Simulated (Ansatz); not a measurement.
## Run report: CH$_{11}$NOSi$_{2}$, geometry relaxation (part 2 of 2)

The same run, continued: CH$_{11}$NOSi$_{2}$; RKS LDA/def2-SVP (Ansatz 0.2.0). The input holds or restrains some coordinates. It belongs to a series of runs on one base structure; here: pulled along the bonds that form and break, towards end B.

Geometry of the input (Å):
```
Si 0.5982  0.6100  -0.0415
N  1.4399  -1.3235  -0.3145
O  -0.3739  0.1854  -1.2822
C  -1.3184  1.0012  -1.8923
H  1.8952  1.1629  -0.4555
H  -0.0144  1.8571  0.5037
H  0.7570  -1.4609  0.8278
Si -0.2498  -0.5507  2.1206
H  1.0971  -1.8685  -1.0963
H  2.4401  -1.4590  -0.2301
H  -1.8418  1.6291  -1.1676
H  -0.8374  1.6538  -2.6277
H  -2.0440  0.3654  -2.4049
H  -0.1337  -1.8449  2.8337
H  0.2888  0.3874  3.1103
H  -1.7027  -0.3445  2.1165
```

Trajectory as extended XYZ, continued
```
16
Properties=species:S:1:pos:R:3:forces:R:3 step=3 energy=-20396.23820
Si    0.4316    0.7794    0.1242    2.8164  -4.9492  -2.3155
N     1.5156   -1.6327   -0.2772   -0.2971   0.5277  -0.0471
O    -0.3688    0.1950   -1.2594    0.0849   0.1581   0.7362
C    -1.3130    0.9958   -1.8898    0.2013  -0.0819   0.1822
H     1.8773    1.1566   -0.4326   -0.8247  -0.2654   0.9711
H    -0.0637    1.9429    0.5320   -2.0804   4.1291   1.1456
H     0.9714   -1.6428    0.5598   -0.3066  -0.4993   0.7653
Si   -0.3212   -0.3499    2.1460    1.2316  -2.0204  -0.7475
H     1.0872   -1.8991   -1.1365   -0.4540  -0.2428  -0.8784
H     2.4952   -1.4757   -0.2301    1.1335   0.0354   0.0907
H    -1.8503    1.6362   -1.1639   -0.3383   0.2602   0.0727
H    -0.8362    1.6606   -2.6357    0.0288   0.2411  -0.2992
H    -2.0508    0.3615   -2.4100   -0.2495  -0.1283  -0.1773
H    -0.1289   -1.8203    2.8080    0.2016   1.0119  -1.0560
H     0.3018    0.4235    3.1494    0.5143   1.3497   1.5577
H    -1.7469   -0.3310    2.1157   -1.6620   0.4742  -0.0007
16
Properties=species:S:1:pos:R:3:forces:R:3 step=4 energy=-20396.46500
Si    0.3868    0.8014    0.1844    2.3632  -3.3176  -2.7216
N     1.5861   -1.8129   -0.2998    0.3523  -0.4731  -0.6270
O    -0.3692    0.1994   -1.2370    0.0982   0.3135   1.0189
C    -1.3100    0.9960   -1.8850    0.0524  -0.0443   0.1034
H     1.8474    1.1472   -0.3984   -0.9452  -0.3514   1.1138
H    -0.1079    2.0297    0.5504   -1.4620   2.8781   0.6178
H     1.0270   -1.7430    0.5141   -0.6662  -0.1016   1.1601
Si   -0.3342   -0.2775    2.1362    0.9125  -2.4412   0.0459
H     1.0866   -1.8965   -1.1759    0.0057   0.2898  -0.3136
H     2.5317   -1.4682   -0.2465    0.2867   0.2163  -0.1875
H    -1.8590    1.6419   -1.1653   -0.2488   0.1725  -0.0337
H    -0.8365    1.6638   -2.6397    0.0198   0.0987  -0.1336
H    -2.0529    0.3606   -2.4113   -0.0733  -0.0575  -0.0583
H    -0.1225   -1.7827    2.7708    0.1795   1.2288  -1.1438
H     0.3096    0.4569    3.1865    0.2724   1.0808   1.1483
H    -1.7829   -0.3157    2.1167   -1.1470   0.5081   0.0109
16
Properties=species:S:1:pos:R:3:forces:R:3 step=5 energy=-20397.06739
Si    0.3804    0.7711    0.2142    1.1681  -0.8604  -2.2170
N     1.6538   -1.9937   -0.3247    0.5000  -0.0048  -1.2099
O    -0.3846    0.2004   -1.2004    0.0564   0.1704   0.7035
C    -1.3109    0.9971   -1.8759   -0.0451  -0.0373   0.0436
H     1.8108    1.1201   -0.3149   -0.4897  -0.3801   0.8530
H    -0.1496    2.0855    0.5469   -0.6534   1.0618   0.1766
H     1.0724   -1.8363    0.4823   -0.3957   0.0452   0.6969
Si   -0.3245   -0.2525    2.1316    0.2977  -1.8960   0.7960
H     1.0916   -1.8482   -1.1978    0.6186   0.2290   0.7640
H     2.5320   -1.4352   -0.2722   -0.8082  -0.2436  -0.2234
H    -1.8759    1.6532   -1.1729   -0.1308   0.0923  -0.0578
H    -0.8343    1.6613   -2.6392    0.0535  -0.0331   0.0257
H    -2.0515    0.3587   -2.4101    0.0381  -0.0219   0.0272
H    -0.0991   -1.7220    2.6905    0.2039   0.7873  -0.8464
H     0.3003    0.5103    3.2263   -0.0110   0.6260   0.4905
H    -1.8106   -0.2696    2.1162   -0.4022   0.4651  -0.0226
16
Properties=species:S:1:pos:R:3:forces:R:3 step=7 energy=-20397.61699
Si    0.3703    0.8101    0.2450    0.4072   0.3022  -0.7463
N     1.5716   -2.0006   -0.3955   -0.0474   0.0118  -0.2105
O    -0.3809    0.1794   -1.1131   -0.1727   0.0927  -0.2393
C    -1.2852    0.9395   -1.8738    0.1228  -0.0757   0.0932
H     1.8544    1.0104    0.0404   -0.0581   0.0035   0.0291
H    -0.2454    2.1835    0.4459    0.0195   0.0318  -0.0010
H     1.0549   -2.0080    0.4911    0.0176  -0.0415   0.0430
Si   -0.2446   -0.2616    2.1242   -0.2990  -0.2786   0.8168
H     0.9300   -1.6731   -1.1375    0.0937   0.1035   0.1884
H     2.3584   -1.3432   -0.3142   -0.1122  -0.0200  -0.0266
H    -1.9166    1.6044   -1.2357   -0.0411  -0.0314  -0.0066
H    -0.7691    1.6009   -2.6127    0.0277  -0.0856  -0.0060
H    -1.9628    0.2571   -2.4350    0.0537   0.0192   0.0293
H     0.1212   -1.7047    2.3749    0.0492   0.0274  -0.1238
H     0.2930    0.5582    3.2718   -0.0310  -0.0169   0.0723
H    -1.7490   -0.1519    2.1243   -0.0297  -0.0424   0.0878
16
Properties=species:S:1:pos:R:3:forces:R:3 step=9 energy=-20397.67197
Si    0.3539    0.8672    0.2852    0.3151   0.5207  -0.7068
N     1.4182   -1.9719   -0.4574   -0.0399   0.4078   0.0576
O    -0.3437    0.1882   -1.0849   -0.0655   0.0495   0.0019
C    -1.2300    0.8887   -1.9077   -0.0891   0.0147  -0.0572
H     1.8400    1.0584    0.1325    0.0214  -0.0005  -0.0031
H    -0.2536    2.2587    0.4094    0.0164  -0.0973  -0.0096
H     1.0512   -1.9929    0.5106    0.1314  -0.0918  -0.2705
Si   -0.2323   -0.2394    2.1562   -0.3481  -0.3718   0.8971
H     0.7419   -1.4122   -1.0245    0.3011  -0.2247   0.2052
H     2.3236   -1.4663   -0.4308   -0.3648  -0.1435  -0.0456
H    -1.9151    1.5579   -1.3287    0.0476  -0.0452  -0.0445
H    -0.6942    1.5201   -2.6563    0.0026   0.0037  -0.0032
H    -1.8606    0.1624   -2.4678    0.0243   0.0151   0.0233
H     0.2366   -1.6698    2.2326    0.0077  -0.0028   0.0117
H     0.3036    0.4939    3.3662    0.0086  -0.0188  -0.0420
H    -1.7394   -0.2426    2.2653    0.0312  -0.0153  -0.0143
16
Properties=species:S:1:pos:R:3:forces:R:3 step=10 energy=-20397.67917
Si    0.3566    0.8657    0.2835    0.2792   0.4136  -0.7797
N     1.4282   -1.9716   -0.4407    0.0387   0.1326  -0.1753
O    -0.3522    0.1923   -1.0853   -0.0424   0.0502   0.0121
C    -1.2327    0.8977   -1.9114   -0.0165  -0.0137  -0.0314
H     1.8426    1.0574    0.1211    0.0077   0.0035   0.0032
H    -0.2554    2.2492    0.4185    0.0039  -0.0217   0.0004
H     1.0637   -2.0018    0.5164   -0.0148  -0.1074   0.1375
Si   -0.2294   -0.2468    2.1508   -0.3081  -0.3904   0.8691
H     0.7375   -1.4526   -1.0113    0.0573  -0.0286   0.0063
H     2.3012   -1.4267   -0.4214   -0.0573  -0.0230  -0.0300
H    -1.9117    1.5733   -1.3357    0.0163  -0.0117  -0.0146
H    -0.6924    1.5230   -2.6623    0.0048  -0.0040  -0.0017
H    -1.8689    0.1747   -2.4680    0.0139   0.0025   0.0074
H     0.2375   -1.6775    2.2437    0.0088   0.0091  -0.0045
H     0.3116    0.4943    3.3515   -0.0040  -0.0060  -0.0015
H    -1.7358   -0.2503    2.2506    0.0125  -0.0050   0.0027
```

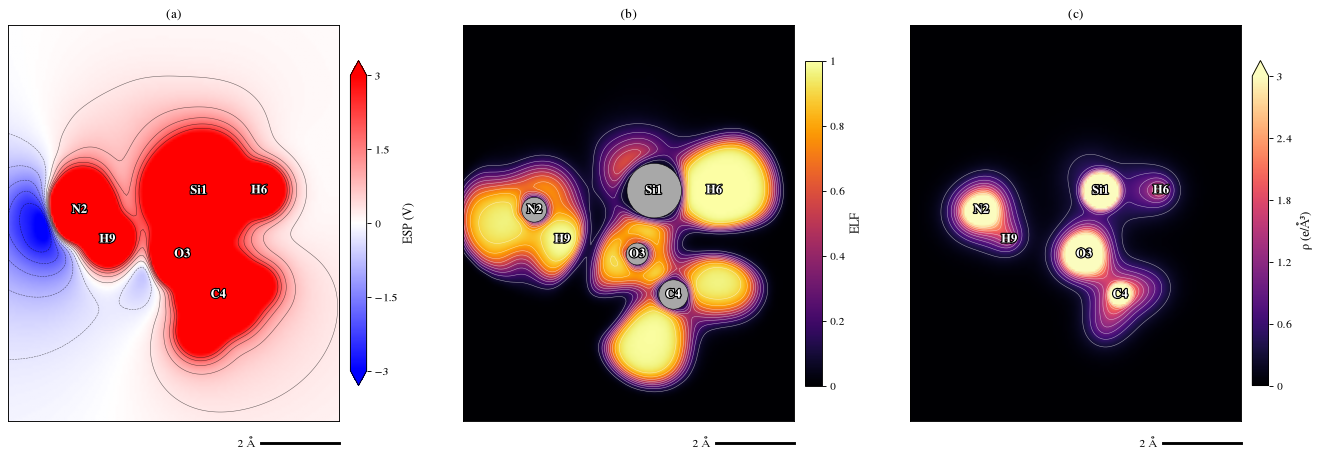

(a) molecular electrostatic potential; (b) ELF; (c) total electron density on the plane of atoms O3, Si1 and H6. Grey discs, where drawn, cover atomic cores. Atoms in the plane: Si, N, O, C and H. Si1···N2 (3.12 Å): ρ is about 0.09 e/Å³ halfway; the ELF is only about 0.10 between them. C–O (1.40 Å): ρ is about 2.1 e/Å³ halfway, with its minimum of 1.7 e/Å³ about 0.5 Å from C; the ELF peaks at about 0.90 between the atoms, which marks a polar covalent bond. Si–O (1.68 Å): ρ at the midpoint is about 1 e/Å³; the ELF peaks at about 0.85 between the atoms (a polar covalent bond). Si–H (1.52 Å): ρ at the midpoint is about 0.73 e/Å³; the ELF climbs to about 1 towards the hydrogen.

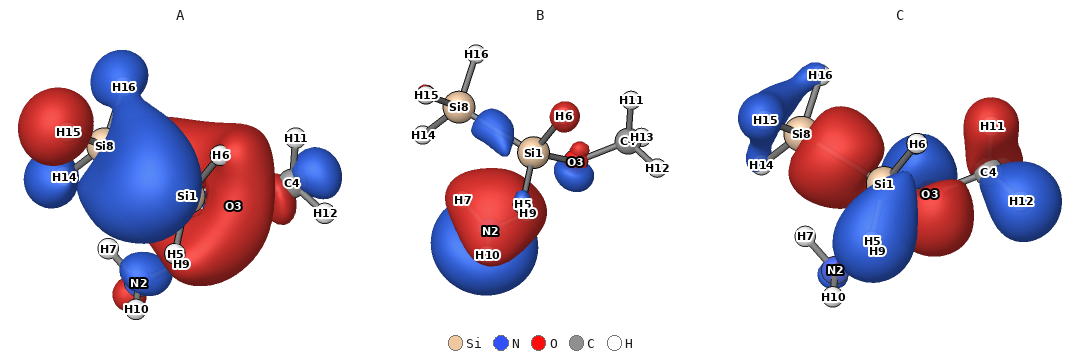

Three frontier orbitals at ±0.08 Å⁻³ᐟ² (red and blue are the two phases). C is the HOMO−1 (−6.53 eV). By Hirshfeld shares it lies mainly on O3 (45 %), Si1 (15 %), Si8 (10 %) and C4 (10 %). B is the HOMO (−5.48 eV). A is the LUMO (−1.24 eV). By Hirshfeld shares it lies mainly on Si1 (35 %) and Si8 (25 %). The HOMO–LUMO gap is 4.24 eV between the orbital energies.

Key numbers

```json
{"quantity": "outcome", "value": "converged under the restraints of the input"}
{"quantity": "total energy", "value": "−20397.6792 eV"}
{"quantity": "mean-field energy", "value": "−20397.6792 eV"}
{"quantity": "largest force (length of the vector) at the end, held atoms and coordinates included", "value": "1.001 eV/Å"}
{"quantity": "wall time", "value": "21 s (CPU time 76 s)"}
{"quantity": "peak memory", "value": "0.18 GiB"}
```
